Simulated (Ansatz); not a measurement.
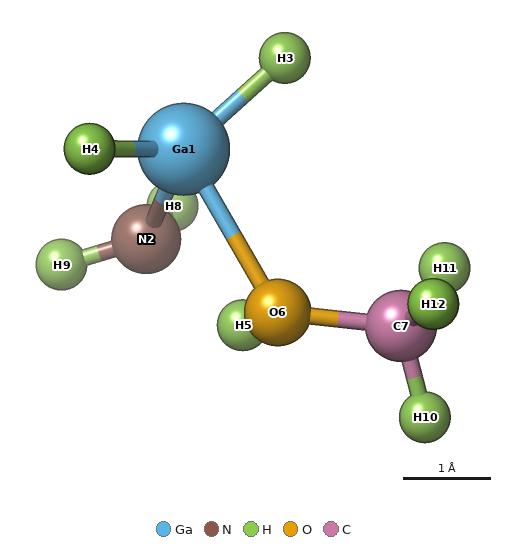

*The structure as given in the input (ball-and-stick view, seen at a tilt; atoms are numbered from 1 in the order of the input). Sticks mark near contacts.*

Bond lengths as drawn: C–H 1.11 Å, C–O 1.43 Å, Ga–H 1.58 to 1.59 Å, Ga–N 1.94 Å, Ga–O 2.20 Å, H–N 1.03 Å and H–O 1.02 Å.

CH8GaNO: nudged elastic band (part 1 of 2)

The run: nudged elastic band of CH8GaNO. Method and program: RKS revPBE/def2-SVP (Ansatz 0.2.0).

The run did not end well. It belongs to a series of runs on one base structure; here: band between the two ends.

Output
```
Engine: ansatz 0.2.0, aarch64-unknown-linux-gnu
Functional definition: revPBE
  parameter kappa = 1.245
  parameter beta = 0.06672455060314922
  exchange = pbe_x(kappa = kappa, mu = beta*pi^2/3)
  correlation = pbe_c(beta = beta)
1292 factors; their error is unknown
mean field evaluation 1: about -57055.2566 eV, gradient 7.8e1 eV
mean field evaluation 2: about -57007.2647 eV, gradient 1.5e2 eV
mean field evaluation 4: about -57066.8888 eV, gradient 1.3e1 eV
mean field evaluation 8: about -57067.2289 eV, gradient 2.4e-1 eV
mean field evaluation 16: about -57067.1771 eV, gradient 1.8e-3 eV
mean field -57067.17713063 eV, -2097.1800780287 hartree, gradient 7.4e-5 eV, S^2 0.000000; 0 other end points of the search recorded, 0 dependent functions left out
the calculation of the forces begins
reference -57067.17718425 eV, -2097.1800799993 hartree; 30, 30 occupied and 84, 84 virtual orbitals, 1292 factors
1292 factors; their error is unknown
mean field evaluation 32: about -57067.6442 eV, gradient 9.9e-4 eV
mean field -57067.64424717 eV, -2097.1972442448 hartree, gradient 4.1e-5 eV, S^2 0.000000; 0 other end points of the search recorded, 0 dependent functions left out
[... from here on the field's lines of each further geometry are left out, up to the last ...]
NEB iter   1: max|band force component| = 3.174e0 eV/Å  barrier→ = 0.5917 eV  barrier← = 1.0588 eV  Δτ_max = 0.0553 Å  (258 SCF iters)
NEB iter   2: max|band force component| = 1.379e0 eV/Å  barrier→ = 0.3953 eV  barrier← = 0.8624 eV  Δτ_max = 0.0555 Å  (212 SCF iters)
NEB iter   3: max|band force component| = 2.772e0 eV/Å  barrier→ = 0.3401 eV  barrier← = 0.8073 eV  Δτ_max = 0.0125 Å  (213 SCF iters)
NEB iter   4: max|band force component| = 2.014e0 eV/Å  barrier→ = 0.3077 eV  barrier← = 0.7748 eV  Δτ_max = 0.0213 Å  (221 SCF iters)
NEB iter   5: max|band force component| = 8.160e-1 eV/Å  barrier→ = 0.2661 eV  barrier← = 0.7332 eV  Δτ_max = 0.0229 Å  (220 SCF iters)
NEB iter   6: max|band force component| = 1.070e0 eV/Å  barrier→ = 0.2417 eV  barrier← = 0.7088 eV  Δτ_max = 0.0012 Å  (217 SCF iters)
NEB iter   7: max|band force component| = 9.762e-1 eV/Å  barrier→ = 0.2398 eV  barrier← = 0.7069 eV  Δτ_max = 0.0022 Å  (159 SCF iters)
NEB iter   8: max|band force component| = 7.981e-1 eV/Å  barrier→ = 0.2361 eV  barrier← = 0.7032 eV  Δτ_max = 0.0031 Å  (166 SCF iters)
NEB iter   9: max|band force component| = 7.853e-1 eV/Å  barrier→ = 0.2309 eV  barrier← = 0.6980 eV  Δτ_max = 0.0037 Å  (186 SCF iters)
NEB iter  10: max|band force component| = 7.711e-1 eV/Å  barrier→ = 0.2244 eV  barrier← = 0.6915 eV  Δτ_max = 0.0046 Å  (195 SCF iters)
NEB iter  11: max|band force component| = 7.528e-1 eV/Å  barrier→ = 0.2168 eV  barrier← = 0.6839 eV  Δτ_max = 0.0056 Å  (192 SCF iters)
NEB iter  12: max|band force component| = 7.305e-1 eV/Å  barrier→ = 0.2081 eV  barrier← = 0.6752 eV  Δτ_max = 0.0073 Å  (197 SCF iters)
NEB iter  13: max|band force component| = 7.014e-1 eV/Å  barrier→ = 0.1974 eV  barrier← = 0.6645 eV  Δτ_max = 0.0010 Å  (202 SCF iters)
NEB iter  14: max|band force component| = 6.994e-1 eV/Å  barrier→ = 0.1959 eV  barrier← = 0.6630 eV  Δτ_max = 0.0019 Å  (151 SCF iters)
NEB iter  15: max|band force component| = 6.954e-1 eV/Å  barrier→ = 0.1928 eV  barrier← = 0.6599 eV  Δτ_max = 0.0029 Å  (159 SCF iters)
NEB iter  16: max|band force component| = 6.891e-1 eV/Å  barrier→ = 0.1883 eV  barrier← = 0.6554 eV  Δτ_max = 0.0038 Å  (165 SCF iters)
NEB iter  17: max|band force component| = 6.801e-1 eV/Å  barrier→ = 0.1824 eV  barrier← = 0.6495 eV  Δτ_max = 0.0048 Å  (173 SCF iters)
NEB iter  18: max|band force component| = 6.676e-1 eV/Å  barrier→ = 0.1770 eV  barrier← = 0.6441 eV  Δτ_max = 0.0058 Å  (173 SCF iters)
NEB iter  19: max|band force component| = 6.500e-1 eV/Å  barrier→ = 0.1748 eV  barrier← = 0.6419 eV  Δτ_max = 0.0075 Å  (172 SCF iters)
NEB iter  20: max|band force component| = 6.247e-1 eV/Å  barrier→ = 0.1719 eV  barrier← = 0.6391 eV  Δτ_max = 0.0095 Å  (175 SCF iters)
NEB iter  21: max|band force component| = 5.891e-1 eV/Å  barrier→ = 0.1684 eV  barrier← = 0.6355 eV  Δτ_max = 0.0118 Å  (188 SCF iters)
NEB iter  22: max|band force component| = 5.397e-1 eV/Å  barrier→ = 0.1638 eV  barrier← = 0.6310 eV  Δτ_max = 0.0146 Å  (192 SCF iters)
NEB iter  23: max|band force component| = 4.731e-1 eV/Å  barrier→ = 0.1582 eV  barrier← = 0.6253 eV  CI = image 3  Δτ_max = 0.0178 Å  (199 SCF iters)
NEB iter  24: max|band force component| = 3.858e-1 eV/Å  barrier→ = 0.1513 eV  barrier← = 0.6184 eV  CI = image 3  Δτ_max = 0.0212 Å  (198 SCF iters)
NEB iter  25: max|band force component| = 3.221e-1 eV/Å  barrier→ = 0.1427 eV  barrier← = 0.6098 eV  CI = image 3  Δτ_max = 0.0245 Å  (198 SCF iters)
NEB iter  26: max|band force component| = 3.384e-1 eV/Å  barrier→ = 0.1321 eV  barrier← = 0.5992 eV  CI = image 3  Δτ_max = 0.0276 Å  (196 SCF iters)
NEB iter  27: max|band force component| = 2.974e-1 eV/Å  barrier→ = 0.1184 eV  barrier← = 0.5855 eV  CI = image 3  Δτ_max = 0.0305 Å  (205 SCF iters)
NEB iter  28: max|band force component| = 3.012e-1 eV/Å  barrier→ = 0.1008 eV  barrier← = 0.5679 eV  CI = image 3  Δτ_max = 0.0020 Å  (203 SCF iters)
NEB iter  29: max|band force component| = 2.989e-1 eV/Å  barrier→ = 0.0986 eV  barrier← = 0.5657 eV  CI = image 3  Δτ_max = 0.0040 Å  (159 SCF iters)
NEB iter  30: max|band force component| = 2.935e-1 eV/Å  barrier→ = 0.0942 eV  barrier← = 0.5613 eV  CI = image 3  Δτ_max = 0.0060 Å  (162 SCF iters)
NEB iter  31: max|band force component| = 2.865e-1 eV/Å  barrier→ = 0.0877 eV  barrier← = 0.5548 eV  CI = image 3  Δτ_max = 0.0078 Å  (171 SCF iters)
NEB iter  32: max|band force component| = 5.512e-1 eV/Å  barrier→ = 0.0816 eV  barrier← = 0.5487 eV  CI = image 2  Δτ_max = 0.0122 Å  (180 SCF iters)
NEB iter  33: max|band force component| = 5.538e-1 eV/Å  barrier→ = 0.0813 eV  barrier← = 0.5484 eV  CI = image 2  Δτ_max = 0.0172 Å  (181 SCF iters)
NEB iter  34: max|band force component| = 5.271e-1 eV/Å  barrier→ = 0.0813 eV  barrier← = 0.5484 eV  CI = image 2  Δτ_max = 0.0246 Å  (188 SCF iters)
NEB iter  35: max|band force component| = 4.586e-1 eV/Å  barrier→ = 0.0815 eV  barrier← = 0.5487 eV  CI = image 2  Δτ_max = 0.0331 Å  (187 SCF iters)
NEB iter  36: max|band force component| = 3.634e-1 eV/Å  barrier→ = 0.0822 eV  barrier← = 0.5493 eV  CI = image 2  Δτ_max = 0.0413 Å  (202 SCF iters)
NEB iter  37: max|band force component| = 2.595e-1 eV/Å  barrier→ = 0.0832 eV  barrier← = 0.5504 eV  CI = image 2  Δτ_max = 0.0471 Å  (201 SCF iters)
NEB iter  38: max|band force component| = 3.206e-1 eV/Å  barrier→ = 0.0848 eV  barrier← = 0.5520 eV  CI = image 2  Δτ_max = 0.0490 Å  (201 SCF iters)
NEB iter  39: max|band force component| = 2.250e-1 eV/Å  barrier→ = 0.0871 eV  barrier← = 0.5542 eV  CI = image 2  Δτ_max = 0.0452 Å  (199 SCF iters)
NEB iter  40: max|band force component| = 3.096e-1 eV/Å  barrier→ = 0.0903 eV  barrier← = 0.5574 eV  CI = image 2  Δτ_max = 0.0068 Å  (212 SCF iters)
NEB iter  41: max|band force component| = 2.871e-1 eV/Å  barrier→ = 0.0907 eV  barrier← = 0.5578 eV  CI = image 2  Δτ_max = 0.0133 Å  (182 SCF iters)
NEB iter  42: max|band force component| = 2.649e-1 eV/Å  barrier→ = 0.0915 eV  barrier← = 0.5586 eV  CI = image 2  Δτ_max = 0.0192 Å  (187 SCF iters)
NEB iter  43: max|band force component| = 1.950e-1 eV/Å  barrier→ = 0.0927 eV  barrier← = 0.5599 eV  CI = image 2  Δτ_max = 0.0228 Å  (196 SCF iters)
NEB iter  44: max|band force component| = 1.956e-1 eV/Å  barrier→ = 0.0944 eV  barrier← = 0.5615 eV  CI = image 2  Δτ_max = 0.0251 Å  (202 SCF iters)
NEB iter  45: max|band force component| = 2.075e-1 eV/Å  barrier→ = 0.0964 eV  barrier← = 0.5635 eV  CI = image 2  Δτ_max = 0.0050 Å  (201 SCF iters)
NEB iter  46: max|band force component| = 1.980e-1 eV/Å  barrier→ = 0.0968 eV  barrier← = 0.5639 eV  CI = image 2  Δτ_max = 0.0098 Å  (170 SCF iters)
NEB iter  47: max|band force component| = 1.820e-1 eV/Å  barrier→ = 0.0976 eV  barrier← = 0.5647 eV  CI = image 2  Δτ_max = 0.0142 Å  (186 SCF iters)
NEB iter  48: max|band force component| = 1.623e-1 eV/Å  barrier→ = 0.0987 eV  barrier← = 0.5658 eV  CI = image 2  Δτ_max = 0.0180 Å  (191 SCF iters)
NEB iter  49: max|band force component| = 1.422e-1 eV/Å  barrier→ = 0.1002 eV  barrier← = 0.5673 eV  CI = image 2  Δτ_max = 0.0211 Å  (201 SCF iters)
NEB iter  50: max|band force component| = 1.437e-1 eV/Å  barrier→ = 0.1020 eV  barrier← = 0.5691 eV  CI = image 2  Δτ_max = 0.0232 Å  (199 SCF iters)
NEB iter  51: max|band force component| = 1.161e-1 eV/Å  barrier→ = 0.1040 eV  barrier← = 0.5711 eV  CI = image 2  Δτ_max = 0.0272 Å  (200 SCF iters)
NEB iter  52: max|band force component| = 1.001e-1 eV/Å  barrier→ = 0.1064 eV  barrier← = 0.5735 eV  CI = image 2  Δτ_max = 0.0305 Å  (212 SCF iters)
NEB iter  53: max|band force component| = 2.010e-1 eV/Å  barrier→ = 0.1089 eV  barrier← = 0.5760 eV  CI = image 2  Δτ_max = 0.0070 Å  (213 SCF iters)
NEB iter  54: max|band force component| = 2.669e-1 eV/Å  barrier→ = 0.1090 eV  barrier← = 0.5761 eV  CI = image 2  Δτ_max = 0.0020 Å  (188 SCF iters)
NEB iter  55: max|band force component| = 1.503e-1 eV/Å  barrier→ = 0.1090 eV  barrier← = 0.5761 eV  CI = image 2  Δτ_max = 0.0026 Å  (158 SCF iters)
NEB iter  56: max|band force component| = 1.567e-1 eV/Å  barrier→ = 0.1090 eV  barrier← = 0.5761 eV  CI = image 2  Δτ_max = 0.0012 Å  (163 SCF iters)
NEB iter  57: max|band force component| = 1.357e-1 eV/Å  barrier→ = 0.1090 eV  barrier← = 0.5761 eV  CI = image 2  Δτ_max = 0.0022 Å  (153 SCF iters)
NEB iter  58: max|band force component| = 1.245e-1 eV/Å  barrier→ = 0.1090 eV  barrier← = 0.5761 eV  CI = image 2  Δτ_max = 0.0032 Å  (158 SCF iters)
NEB iter  59: max|band force component| = 1.212e-1 eV/Å  barrier→ = 0.1090 eV  barrier← = 0.5761 eV  CI = image 2  Δτ_max = 0.0040 Å  (159 SCF iters)
the calculation of the forces begins
reference -57067.60609676 eV, -2097.1958422432 hartree; 30, 30 occupied and 84, 84 virtual orbitals, 1292 factors
these checks for a lower state are left out or cut short: starts, cluster_reference, orbital_swaps, neighbouring_geometries, increment
1292 factors; their error is unknown
mean field -57067.63413137 eV, -2097.1968724962 hartree, gradient 2.3e-5 eV, S^2 0.000000; 0 other end points of the search recorded, 0 dependent functions left out
the calculation of the forces begins
reference -57067.63418264 eV, -2097.1968743802 hartree; 30, 30 occupied and 84, 84 virtual orbitals, 1292 factors
NEB iter  60: max|band force component| = 9.645e-2 eV/Å  barrier→ = 0.1090 eV  barrier← = 0.5761 eV  CI = image 2  Δτ_max = 0.0046 Å  (161 SCF iters)
```

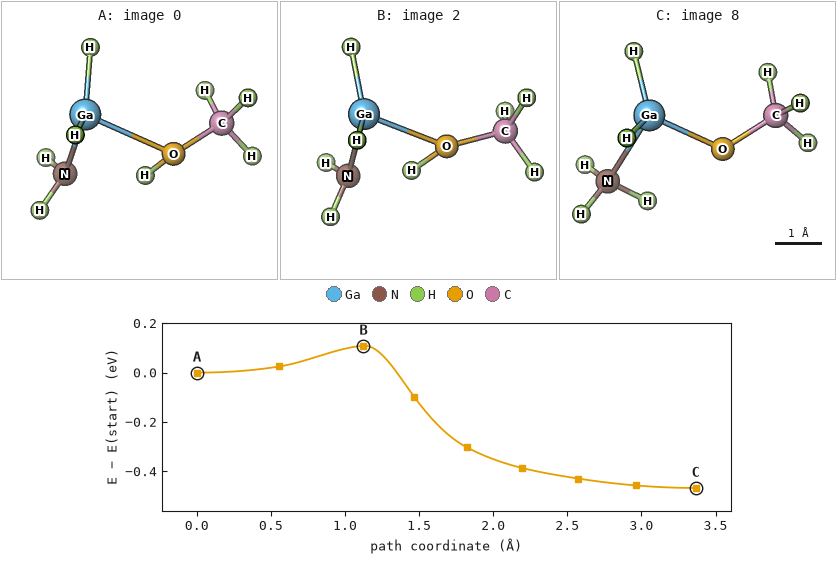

*Images of the last band (counted from 0; ball-and-stick, seen at a tilt) above the energy along the path; the line is a cubic interpolation that uses the forces.*

The highest image is number 2, 0.109 eV above the start and 0.576 eV above the end (the climbing image); the end lies 0.467 eV below the start. The path is 3.37 Å long. The band had not converged after 60 iterations.

```
Unfinished report: {"positions_ang":[[-1.5391862230084195,-0.21266643828555962,0.3690743565921135],[-0.09355544282301718,-1.2647251154461587,1.2658601641118727],[-2.220731294742075,-0.9845273550064338,-0.8342496758599504],[-2.2141168262385524,0.8460281172514325,1.327817840629122],[0.576279193840481,-0.3069256906146106,0.48100832902855245],[0.303394323901791,0.6044889501601061,-0.16399317861328033],[1.1198795939015709,1.077030718479384,-1.22000530888317],[0.008193868563184787,-2.258987310235375,1.0298059875116816],[0.008009131225898601,-1.1672754938419545,2.283737314054176],[1.990078919701705,1.6380931569131114,-0.8067946517044022],[1.5139744742205308,0.25516933210958936,-1.8644111372153362],[0.5478812814569042,1.7743971285164704,-1.8678490596513764]],"unchecked":["starts","cluster_reference","orbital_swaps","neighbouring_geometries","increment"],"mean_field":{"relativity":"none","state":{"energy":{"ev":-57067.06819525651,"hartree":-2097.1760747275557},"converged":true,"gradient_ev":0.000023085601705037585,"stability":{"kind":"minimum","curvature_ev":82.95331563416104},"curvature_floor_ev":0.00030000000000000003,"spin_squared":4.263256414560601e-14},"others":[],"fillings":{"estimated":0,"unestimated":0,"tried":0,"untried":0,"excluded_magnetic_sites":0},"n_dropped_functions":0,"n_trapped_functions":0,"passes":{"evaluations":3,"products":20},"factors":{"origin":"density fitting in generated functions","count":1292,"bound_ev":null},"gradient_stop_ev":0.00009,"reference_kind":"stationary","functional":{"name":"revPBE","citations":["Zhang & Yang, Phys. Rev. Lett. 80, 890 (1998) doi:10.1103/PhysRevLett.80.890","Perdew, Burke & Ernzerhof, Phys. Rev. Lett. 77, 3865 (1996) doi:10.1103/PhysRevLett.77.3865"],"text":"name \"revPBE\"\ncite \"Zhang & Yang, Phys. Rev. Lett. 80, 890 (1998) doi:10.1103/PhysRevLett.80.890\"\ncite \"Perdew, Burke & Ernzerhof, Phys. Rev. Lett. 77, 3865 (1996) doi:10.1103/PhysRevLett.77.3865\"\nparameter kappa = 1.245\nparameter beta = 0.06672455060314922\nexchange = pbe_x(kappa = kappa, mu = beta*pi^2/3)\ncorrelation = pbe_c(beta = beta)\n","parameters":{"beta":{"value":0.06672455060314922,"default":0.06672455060314922},"kappa":{"value":1.245,"default":1.245}},"final_grid":{"core_spheres":13.0,"valence_spheres":11.0,"degree":36.0},"final_grid_parameter_source":"default","radial_points_factor":1.0,"radial_grid_error_ev":3.302647371798941e-7,"grid_sensitivity":"normal","grid_sensitivity_ratio":0.001870803151768979},"unsmoothed_excess_ev":-0.00005347673449904602,"symmetry":{"irreps":["A"],"axes":[[0.9999983388984504,-0.001822437235950282,0.000030378626206571138],[0.0018223903309196377,0.9999972464950531,0.001478477525516023],[-0.00003307297505388964,-0.001478419707900049,0.999998906590075]],"occupied":[{"A":30},{"A":30}]},"density_repulsion":{"missed_ev":0.0000949974773456658,"excess_ev":0.0000949974773456658,"most_excess_ev":0.00078,"are_drawn_again":false,"n_first_factors":1292,"energy_change_ev":0.0,"n_dropped_ends":0},"direct_passes":"host"},"factors":{"origin":"density fitting in generated functions","count":1292,"bound_ev":null},"n_frozen":0,"n_occupied":[30,30],"n_virtual":[84,84],"reference":{"ev":-57067.06819525651,"hartree":-2097.1760747275557},"total":{"ev":-57067.06819525651,"hartree":-2097.1760747275557},"forces_ev_per_angstrom":[[0.021984668690380706,0.006184605540961997,-0.0009582760109213859],[0.004544205750520358,0.0005910673952000529,0.016591730808251853],[0.0639559152555585,0.02117926916581391,-0.026024215504677112],[-0.003793436360156553,0.0007146273668804575,-0.0143840358498056],[0.020870666109976063,0.01624402833761232,0.02655318299024438],[0.02237137426404062,0.020285011585859453,0.030500650115269052],[-0.013929498370675385,-0.0010566481631901863,-0.0014734772536392337],[-0.019662472285168448,-0.012275147312946029,-0.003003496163378054],[-0.02417759164591891,-0.030953718314999976,0.005940019896495303],[-0.0006461431540641107,-0.00519876677890468,-0.041382197352262055],[-0.044637298837069204,-0.00913693233682162,0.003108026202279661],[-0.026880389417059825,-0.006577396466640873,0.0045320881261844935]],"charge_distribution":{"dipole_moment_e_ang":[0.3892060271272054,-0.23076581642713476,0.03588347639445738],"mulliken_charges_e":[0.34796582784049335,-0.3726846620278339,-0.1228520360342038,-0.1160289039750455,0.2158693485086306,-0.4260993835485394,0.16832951726446854,0.12270439329432314,0.12431620645898289,0.018707997011214728,0.013021831055879618,0.026749864151697333],"lowdin_charges_e":[-0.14195482244376834,0.14774286450522034,-0.07902838497349474,-0.07591026873331352,-0.021632852576406236,0.11127417557093633,0.09592715619748127,0.013628182187737314,0.01426147391578958,-0.02401831422902423,-0.023582086790223666,-0.01670712263089813]},"n_threads":2,"memory_gib":2.556818182580173,"seconds":{"hamiltonian":1.972348181,"orbitals":0.0,"second_order":0.0,"solver_start":0.0,"cycles":0.0,"cycle":0.0,"perturbative":0.0,"full_ci_increment":0.0,"forces":0.0}}
this run last wrote the band of iteration 60 to [file]
Error: NEB band did not converge after 60 iterations: max|band force component| = 9.65e-2 eV/Å (threshold 5.0e-2); raise `neb.max_iterations` in a new run, which can start from the last band evaluated (`neb.initial_path`, with `crystal.atoms` and `neb.final_atoms` set to its first and last images), add images, or start from endpoints closer to local minima. Where this run's directory can be resumed (`checkpoint.write`), a resume goes on for up to `neb.max_iterations` more; to start a new run from the last band, take its images' positions from the `neb_iteration` event of iteration 60 (`data.images[].positions_ang`), in the event stream of the run that computed that iteration (not this run's, if it was resumed behind it). With `checkpoint.write`, `steps/00-neb/state/checkpoint.json` in the run directory holds the last saved band, under `neb.evaluated.images[].positions_ang` (a band under a hybrid functional on support functions is neither saved nor resumed: `neb.initial_path` says where its path is): check the last entry of `neb.iterations` there, which is earlier than 60 if that iteration was not saved or its write failed. If the band's step has no `state` directory and holds `state.next`, a write was cut short, and the file is under `state.next` instead (behind a loss of power it can be under `state.prev`)
this run wrote the band of iteration 60 to [file] as well, whether or not its events were kept: a new run's `neb.initial_path` can list its `images[].positions_ang`
a run's events are kept only if it was started with --events-out <file>, and are in that file
```
